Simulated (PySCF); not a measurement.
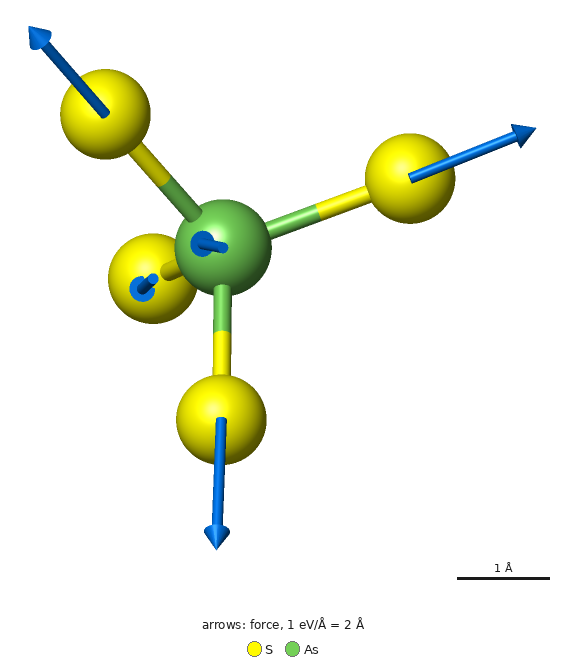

Starting geometry of AsS4 (charge −3) with the computed forces as blue arrows. The picture is a ball-and-stick view, seen at a tilt.

The start comes from GFN2-xTB. Its atoms were then displaced at random by about 0.01 Å.

These are results of PySCF, PBE0-D3(BJ)/def2-SVP geometry optimisation, gas phase, not measurements. 

Q: What follows when this structure is relaxed?

A: It isn't relaxed: the largest force vector, on an S atom, is 0.85 eV/Å. The atoms end up moving mostly along the starting forces (cosine between the two patterns 0.93). An S atom moves most after the best rigid fit: 0.052 Å. By element the largest moves are S 0.052 Å, As 0.012 Å. Some distances before and after: As–S 2.164 → 2.219 Å, As–S 2.197 → 2.217 Å. Over 2 geometry steps the energy falls by 5.94 kJ/mol. The run took 14 s on 1 thread of Arm Neoverse V2, with other jobs on the host.

Limits of the set-up: the basis has no diffuse functions, which an anion needs.
